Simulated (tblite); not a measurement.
Run report: C3H12AsBSi, relaxed scan

C3H12AsBSi, SMILES CB(C)[As](C)[SiH3], computed with GFN2-xTB relaxed scan under a harmonic restraint, gas phase (tblite 0.8.0).

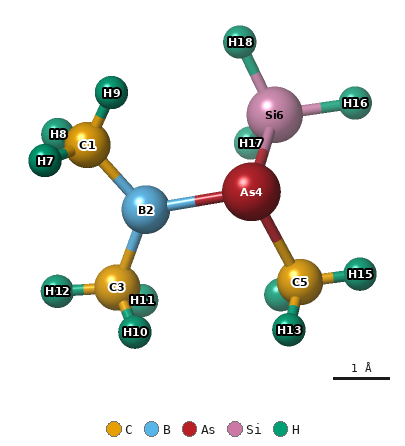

Fig. 1: The structure as given in the input (ball-and-stick view, seen at a tilt; atoms are numbered from 1 in the order of the input).

### Input
```
{"job": {"xc": "GFN2-xTB", "basis": "xTB", "coordinate": [["t", [5, 1, 4, 3], 0.3333333333333333], ["t", [1, 4, 5, 3], 0.3333333333333333], ["t", [4, 5, 1, 3], 0.3333333333333333]], "kind": "drive"}, "charge": 0, "multiplicity": 1}
C     -1.895751     0.603589     1.213599
B     -0.951906    -0.220315     0.250582
C     -1.506921    -0.631521    -1.168811
As     0.852428    -0.776884     0.892573
C      1.679084    -1.435101    -0.794441
Si     1.730800     1.368920     0.809782
H     -2.803422     0.039697     1.435739
H     -2.231024     1.527098     0.740118
H     -1.435865     0.869654     2.167389
H     -1.398680    -1.704168    -1.343446
H     -0.926204    -0.144231    -1.955679
H     -2.551303    -0.372656    -1.336360
H      1.279853    -2.416228    -1.051874
H      1.498120    -0.760957    -1.630176
H      2.756766    -1.538977    -0.665300
H      3.192602     1.292189     0.956363
H      1.489178     2.113252    -0.439070
H      1.213486     2.192957     1.907357
```

The first line tells a small driver script what to run in tblite; the rest is the geometry in Å.

Machine: 1 CPU thread, shared host.

Launched with:
```bash
OMP_NUM_THREADS=1 python <driver script> task.json out
```

### The program's output
```
point  coordinate     E/eV
  0     39.100     -485.62566
  1     27.100     -485.38737
  2     14.100     -485.15533
  3      0.300     -485.03709
  4    -13.800     -485.11518
  5    -27.100     -485.35805
  6    -39.000     -485.60734
  7    -48.800     -485.72270
```

### Summary

- outcome: converged
- wall time: 3.2 s
- peak memory: 0.19 GiB
